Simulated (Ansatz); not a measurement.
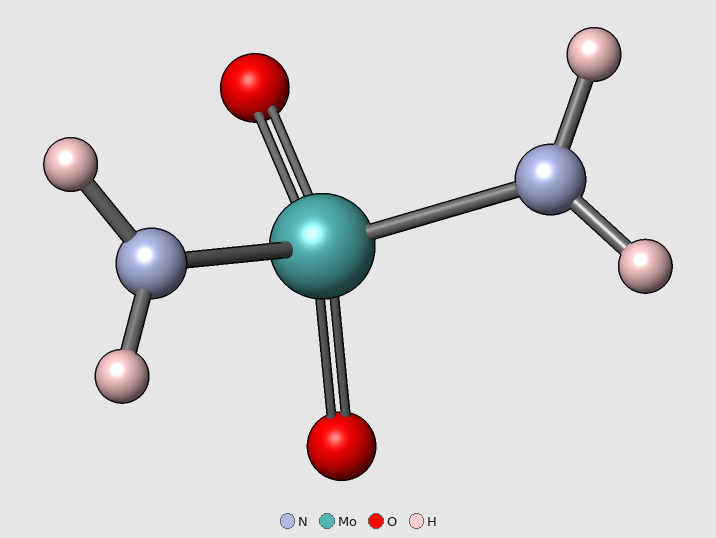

Charge 0, singlet. Sticks follow a distance rule. Harmonic vibrations computed with RKS PBE0-D4/def2-TZVP, core potentials on Mo (Ansatz 0.2.0) at a stationary point of the same level.

How many imaginary frequencies does it have?

A minimum: no imaginary frequency, and the lowest mode lies at 153 cm⁻¹.

How many vibrational modes are there, and where do they lie?

21 modes: 153, 224, 227, 263, 315, 329, 334, 379, 386, 646, 654, 713, 716, 1033, 1054, 1535, 1539, 3585, 3589, 3694, 3694 cm⁻¹.
